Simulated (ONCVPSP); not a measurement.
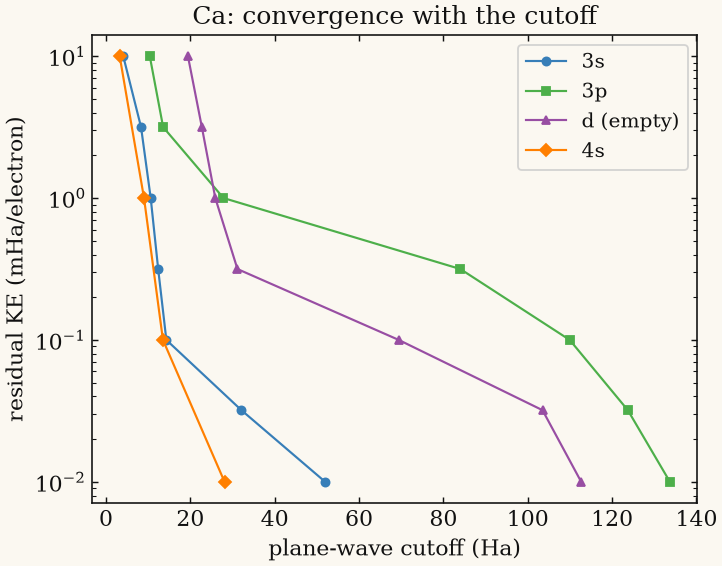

Fig. 1: Residual kinetic energy of the pseudo-waves (the first of each channel, and further valence shells) beyond the plane-wave cutoff, as the generator prints it.

- Cutoffs for the occupied states: 28 Ha for 1 mHa and 110 Ha for 0.1 mHa per electron. The first is set by 3p.
- Cutoffs for 1 mHa per electron: 3p: 28 Ha; d (empty): 26 Ha; 3s: 11 Ha; 4s: 9.0 Ha.

## Ca: pseudopotential generation

- system: calcium (Ca, Z = 20), core [Ne], reference valence 3s2 3p6 4s1 (an ion of charge +1), valence charge 10.
- method: ONCV potential, PBE, scalar-relativistic, made with ONCVPSP 4.0.1

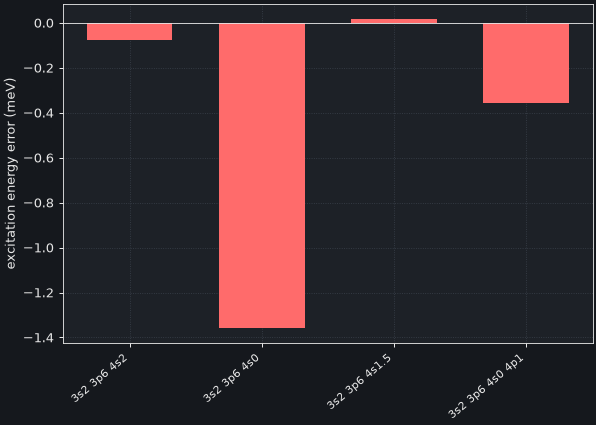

Fig. 2: Errors, all-electron minus pseudo, of the energies of valence configurations relative to the unpolarised reference 3s2 3p6 4s1.

- Worst configuration: 3s2 3p6 4s0 (charge +2): the error is -1.4 meV on an all-electron energy of +11.82 eV relative to the reference, or 0.011 %.
- Errors in meV: 3s2 3p6 4s2: -0.1; 3s2 3p6 4s0: -1.4; 3s2 3p6 4s1.5: 0.0; 3s2 3p6 4s0 4p1: -0.4.

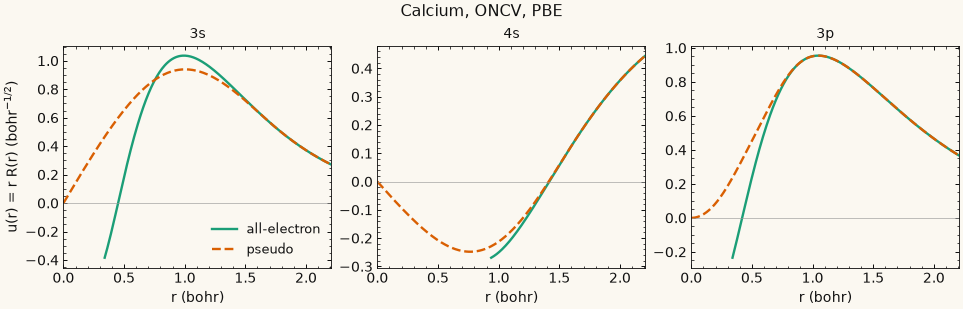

Fig. 3: Partial waves u(r) = r R(r), all-electron (solid) and pseudo (dashed). The innermost oscillations of some all-electron curves aren't drawn. Reference configuration 3s2 3p6 4s1.

- Matching radii: 3s at 1.70 bohr; 4s at 1.70 bohr; 3p at 1.20 bohr. The curves merge smoothly, so the plot gives these only roughly.
- Nodes of the pseudo-waves: 3s has no node; 4s has a node at about 1.4 bohr; 3p has no node. A node in 4s is expected, since a lower shell of the same l is also in the valence and the two must stay orthogonal.
- Cutoffs needed: 28 Ha (loose) and 110 Ha (tight), as the cutoffs at which the residual kinetic energy of the hardest occupied pseudo-wave falls to 1 and 0.1 mHa per electron.

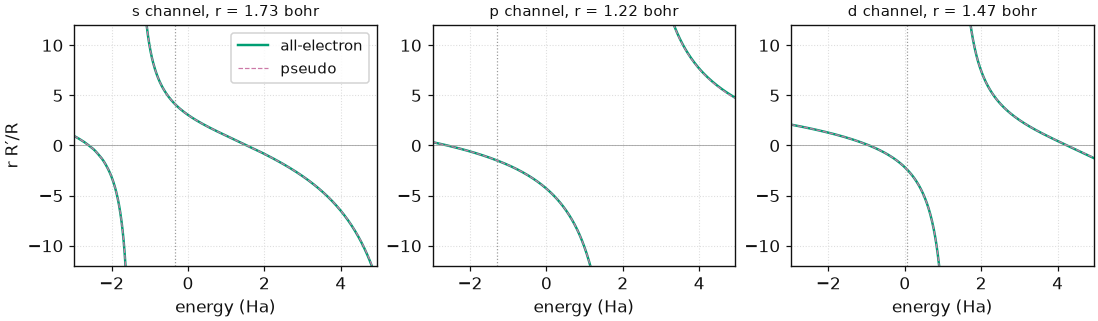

Fig. 4: Logarithmic derivatives r R′/R at the test radius against energy, all-electron atom (solid) and pseudo-atom (dashed). Here R(r) is the radial function. The dotted line marks the reference energy of the channel. Not drawn: f: not judged.

- Zeros of the logarithmic derivative: s: all-electron -2.6 and 1.5 Ha, pseudo -2.6 and 1.5 Ha; p: all-electron -2.6 Ha, pseudo -2.6 Ha; d: all-electron -0.9 and 4.2 Ha, pseudo -0.9 and 4.3 Ha.
- Ghost states: the plot shows none: pseudo and all-electron curves have the same branches in all channels drawn. The separate test gives: no bound ghost flagged; no localised positive-energy state flagged.

Input and output of the run follow.

## Input file
```
# ATOM AND REFERENCE CONFIGURATION
# atsym  z   nc   nv     iexc    psfile
  Ca 20.00    3    3        4      upf
#
#   n    l    f
    1    0    2.00
    2    0    2.00
    2    1    6.00
    3    0    2.00
    3    1    6.00
    4    0    1.00
#
# PSEUDOPOTENTIAL AND OPTIMIZATION
# lmax
    2
#
#   l,   rc,      ep,       ncon, nbas, qcut
    0    1.70    0.00    3    7    5.40
    1    1.20    0.00    5    8    6.60
    2    1.45    0.39    4    8    7.50
#
# LOCAL POTENTIAL
# lloc, lpopt,  rc(5),   dvloc0
    4    5    1.20    3.00
#
# VANDERBILT-KLEINMAN-BYLANDER PROJECTORs
# l, nproj, debl
    0    3    0.70
    1    2    2.80
    2    2    0.40
#
# MODEL CORE CHARGE
# icmod, fcfact, rcfact
    3    4.25    1.30
#
# LOG DERIVATIVE ANALYSIS
# epsh1, epsh2, depsh
   -3.00    5.00    0.02
#
# OUTPUT GRID
# rlmax, drl
    6.00    0.01
#
# TEST CONFIGURATIONS
# ncnf
    4
# nvcnf
#   n    l    f
    3
    3    0    2.00
    3    1    6.00
    4    0    2.00
#
    3
    3    0    2.00
    3    1    6.00
    4    0    0.00
#
    3
    3    0    2.00
    3    1    6.00
    4    0    1.50
#
    4
    3    0    2.00
    3    1    6.00
    4    0    0.00
    4    1    1.00
#
```

Launched with:
```bash
oncvpsp.x < Ca.dat > Ca.out
```

## The program's output (extracts)
```
ONCVPSP  (Optimized Norm-Conservinng Vanderbilt PSeudopotential)
scalar-relativistic version 4.0.1

#   n    l    f        energy (Ha)
    1    0    2.00    -1.4539686E+02
    2    0    2.00    -1.5485315E+01
    2    1    6.00    -1.2558989E+01
    3    0    2.00    -1.9842118E+00
    3    1    6.00    -1.2818804E+00
    4    0    1.00    -3.2947790E-01

Reference configufation results
  iterations    26
  all-electron total energy (Ha)   -6.80093280D+02

Begin loop to  construct optimized pseudo wave functions
and semi-local pseudopoentials for all angular momenta

   Wellstate for l =  0  n =  5
     eigenvalue =   0.3705
     asymptotic potential =   0.8705
     half-point radius =  5.1440

Calculating optimized projector #   1

 for l=   0

    Fraction of norm inside rc  0.893377
    Optimizing pswf for qcut=   5.39 a_B^-1,  ecut=  14.54 Ha
    Residual kinetic energy error=  7.83D-05 Ha

    Energy error per electron        Cutoff
         Ha          eV             Ha
         0.01000     0.27211        4.09
         0.00100     0.02721       10.61
         0.00010     0.00272       14.32
         0.00001     0.00027       51.98

Calculating optimized projector #   2

 for l=   0

    Fraction of norm inside rc  0.047134
    Optimizing pswf for qcut=   5.39 a_B^-1,  ecut=  14.54 Ha
    Residual kinetic energy error=  5.37D-05 Ha

    Energy error per electron        Cutoff
         Ha          eV             Ha
         0.01000     0.27211        3.25
         0.00100     0.02721        9.02
         0.00010     0.00272       13.51
         0.00001     0.00027       28.12

Calculating optimized projector #   3

 for l=   0

    Fraction of norm inside rc  0.053747
    Optimizing pswf for qcut=   5.39 a_B^-1,  ecut=  14.54 Ha
    Residual kinetic energy error=  1.13D-04 Ha

    Energy error per electron        Cutoff
         Ha          eV             Ha
         0.01000     0.27211        3.79
         0.00100     0.02721       10.67
         0.00010     0.00272       14.72
         0.00001     0.00027       33.86

   Wellstate for l =  1  n =  5
     eigenvalue =   1.5181
     asymptotic potential =   2.0181
     half-point radius =  3.2964

Calculating optimized projector #   1

 for l=   1

    Fraction of norm inside rc  0.501853
    Optimizing pswf for qcut=   6.59 a_B^-1,  ecut=  21.73 Ha
    Residual kinetic energy error=  1.87D-03 Ha

    Energy error per electron        Cutoff
         Ha          eV             Ha
         0.01000     0.27211       10.38
         0.00100     0.02721       27.86
         0.00010     0.00272      109.95
         0.00001     0.00027      133.71

Calculating optimized projector #   2

 for l=   1

    Fraction of norm inside rc  0.058547
    Optimizing pswf for qcut=   6.59 a_B^-1,  ecut=  21.73 Ha
    Residual kinetic energy error=  6.04D-04 Ha

    Energy error per electron        Cutoff
         Ha          eV             Ha
         0.01000     0.27211       10.02
         0.00100     0.02721       14.57
         0.00010     0.00272       89.76
         0.00001     0.00027      172.04

WARNING wellstate: moderately localized bound state found for n= 3 l=  2
WARNING scattering state with energy  0.05000000
WARNING will be used for the first projector

   Wellstate for l =  2  n =  4
     eigenvalue =   0.0500
     asymptotic potential =   0.5500
     half-point radius =  7.3971

   Wellstate for l =  2  n =  4
     eigenvalue =   0.4500
     asymptotic potential =   0.9500
     half-point radius =  3.8117

Calculating optimized projector #   1

 for l=   2

    Fraction of norm inside rc  0.110959
    Optimizing pswf for qcut=   7.49 a_B^-1,  ecut=  28.04 Ha
    Residual kinetic energy error=  4.81D-04 Ha

    Energy error per electron        Cutoff
         Ha          eV             Ha
         0.01000     0.27211       19.43
         0.00100     0.02721       25.92
         0.00010     0.00272       69.43
         0.00001     0.00027      112.68

Calculating optimized projector #   2

 for l=   2

    Fraction of norm inside rc  0.166816
    Optimizing pswf for qcut=   7.49 a_B^-1,  ecut=  28.04 Ha
    Residual kinetic energy error=  1.08D-03 Ha

    Energy error per electron        Cutoff
         Ha          eV             Ha
         0.01000     0.27211       22.11
         0.00100     0.02721       28.44
         0.00010     0.00272       53.50
         0.00001     0.00027      137.91

Construct Vanderbilt / Kleinmman-Bylander projectors

B matrix Hermiticity error, ll=   0
   1   2    9.2625E-05
   1   3   -1.4026E-04
   2   3    1.4492E-05

  Orthonormal projector coefficients  2.4374E+01  4.0448E+00  8.6305E-01

B matrix Hermiticity error, ll=   1
   1   2   -2.0672E-04

  Orthonormal projector coefficients  4.0670E+00 -1.8581E+00

B matrix Hermiticity error, ll=   2
   1   2   -1.2860E-05

  Orthonormal projector coefficients -1.2692E+01 -3.5981E+00

Model core correction analysis
  based on d2Exc/dn_idn_j

d2excae - all-electron derivatives

   -4.053409D-02   -3.662998D-02   -3.393768D-03
   -3.663043D-02   -3.459635D-02   -4.403232D-03
   -3.390419D-03   -4.396888D-03   -4.494797D-02

d2excps - pseudofunction derivatives with no core correction

   -4.617227D-02   -3.760918D-02   -4.149938D-03
   -3.760944D-02   -3.645034D-02   -4.478713D-03
   -4.147605D-03   -4.472396D-03   -4.502812D-02

rms 2nd derivative error    2.063076E-03

rmatch, rhocmatch    0.6219    9.4187

Teter function model core charge with specified parameters

d2excps - pseudofunction derivatives with core correction

   -3.811482D-02   -3.530388D-02   -3.288870D-03
   -3.530370D-02   -3.561403D-02   -4.217035D-03
   -3.285479D-03   -4.210695D-03   -4.493822D-02

rms 2nd derivative error    1.080059E-03

Pseudoatom total energy  -36.747346

Diagnostic tests using Vanderbilt-Kleinman-Bylander pseudopotentials
  1 or more projectors used as specified by nproj input data

   l    rcore       rmatch      e in        delta e   norm test  slope test

   0   1.7091577   1.7610514  -1.9842118   0.0000379   1.0001135   1.0001330
   0   1.7091577   1.7610514  -0.3294779   0.0000027   1.0000333   1.0000262
   0   1.7091577   1.7610514   0.3705221   0.0000600   1.0001604   1.0001604

   1   1.2008846   1.2373460  -1.2818804  -0.0000123   1.0000789   1.0001161
   1   1.2008846   1.2373460   1.5181196  -0.0000071   1.0002970   1.0002970

   2   1.4542419   1.4983958   0.0500000   0.0000030   1.0001053   1.0001053
   2   1.4542419   1.4983958   0.4500000   0.0000012   1.0001312   1.0001312

 Testing for bound ghosts
   n   l    E NL Schr. Eq   E Basis Diag.   E Cutoff

   1   0       -1.984174       -1.984204     90.18
   2   0       -0.329475       -0.245906     90.18

   2   1       -1.281893       -1.276810    209.13

   3   2       -0.306402       -0.280071    163.06

 Testing for highly-localized positive-energy ghosts
       l    <radius>/rc     E Basis Diag.   E Cutoff

Test configuration 0

   n   l     f        eae           eps        diff
   1   0  2.0000 -145.39686498
   2   0  2.0000  -15.48531520
   2   1  6.0000  -12.55898915
   3   0  2.0000   -1.98421177   -1.98417392    3.79D-05
   3   1  6.0000   -1.28188040   -1.28189271   -1.23D-05
   4   0  1.0000   -0.32947790   -0.32947515    2.75D-06

    Total energies and differences
      AE_ref= -6.80093280D+02  AE_tst= -6.80093280D+02  dif=  0.00D+00
      PS_ref= -3.67473459D+01  PS_tst= -3.67473459D+01  dif=  1.42D-14
      PSP excitation error= -1.42D-14

Test configuration 1

   n   l     f        eae           eps        diff
   1   0  2.0000 -145.13811875
   2   0  2.0000  -15.22784431
   2   1  6.0000  -12.30141192
   3   0  2.0000   -1.73059058   -1.73012814    4.62D-04
   3   1  6.0000   -1.02927816   -1.02924542    3.27D-05
   4   0  2.0000   -0.13841232   -0.13839945    1.29D-05

    Total energies and differences
      AE_ref= -6.80093280D+02  AE_tst= -6.80325146D+02  dif= -2.32D-01
      PS_ref= -3.67473459D+01  PS_tst= -3.69792085D+01  dif= -2.32D-01
      PSP excitation error= -2.75D-06

Test configuration 2

   n   l     f        eae           eps        diff
   1   0  2.0000 -145.70978685
   2   0  2.0000  -15.79588576
   2   1  6.0000  -12.86974301
   3   0  2.0000   -2.28713139   -2.28800531   -8.74D-04
   3   1  6.0000   -1.58241450   -1.58261969   -2.05D-04

    Total energies and differences
      AE_ref= -6.80093280D+02  AE_tst= -6.79658898D+02  dif=  4.34D-01
      PS_ref= -3.67473459D+01  PS_tst= -3.63129135D+01  dif=  4.34D-01
      PSP excitation error= -4.99D-05

Test configuration 3

   n   l     f        eae           eps        diff
   1   0  2.0000 -145.26014070
   2   0  2.0000  -15.34936908
   2   1  6.0000  -12.42297836
   3   0  2.0000   -1.85062663   -1.85032448    3.02D-04
   3   1  6.0000   -1.14892667   -1.14890530    2.14D-05
   4   0  1.5000   -0.23084974   -0.23083581    1.39D-05

    Total energies and differences
      AE_ref= -6.80093280D+02  AE_tst= -6.80233136D+02  dif= -1.40D-01
      PS_ref= -3.67473459D+01  PS_tst= -3.68872025D+01  dif= -1.40D-01
      PSP excitation error=  6.25D-07

Test configuration 4

   n   l     f        eae           eps        diff
   1   0  2.0000 -145.44395968
   2   0  2.0000  -15.53257279
   2   1  6.0000  -12.60612396
   3   0  2.0000   -2.03025857   -2.03089120   -6.33D-04
   3   1  6.0000   -1.32701480   -1.32728978   -2.75D-04
   4   1  1.0000   -0.24007638   -0.24009448   -1.81D-05

    Total energies and differences
      AE_ref= -6.80093280D+02  AE_tst= -6.79981266D+02  dif=  1.12D-01
      PS_ref= -3.67473459D+01  PS_tst= -3.66353179D+01  dif=  1.12D-01
      PSP excitation error= -1.31D-05
```

## Results in brief

- outcome: generated
- cutoffs needed: 28 Ha and 110 Ha (the cutoffs at which the residual kinetic energy of the hardest occupied pseudo-wave falls to 1 and 0.1 mHa per electron)
- ghost test: no bound ghost flagged; no localised positive-energy state flagged
- largest excitation error: -1.4 meV (all-electron minus pseudo) for 3s2 3p6 4s0, out of 4 test configurations
- rms error of d²Exc/dni dnj: 2.06 mHa without and 1.08 mHa with the model core
- range over which the phases arctan(r R′/R) at the test radius agree within 0.05 rad (a looser test near the poles than one of phase shifts): s: over the whole range computed; p: over the whole range computed; d: over the whole range computed; f: not judged, local potential alone
- hardware: 1 CPU thread, shared host
- wall time: 5.2 s

## Remarks

Warnings of the program, in the generation or the tests: wellstate: moderately localized bound state found for n= 3 l= 2.
